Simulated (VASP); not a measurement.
Band structure of TlCl (space group Fm-3m). All values below come from PBEsol GGA, VASP's PBE PAW potentials (set 64) (plane waves; VASP).

Unless said otherwise, spin-orbit coupling is left out, though it shifts the bands of the heavy elements here.

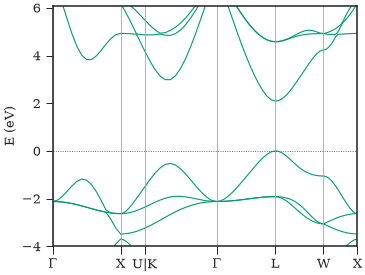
Fig. 1. Bands along high-symmetry lines, zero at the valence-band maximum or, without a gap, the Fermi level

### Question
Read the plot: is there a gap, and where are the band edges?

### Answer
The gap is direct, 2.09 eV, from the valence maximum at L to the conduction minimum at L. (Edges off the drawn lines would not show.)

The structure comes from a computed database's TlCl entry (Fm-3m); how it stands against other phases isn't given here. It was relaxed first, which changed the volume by -5 %.
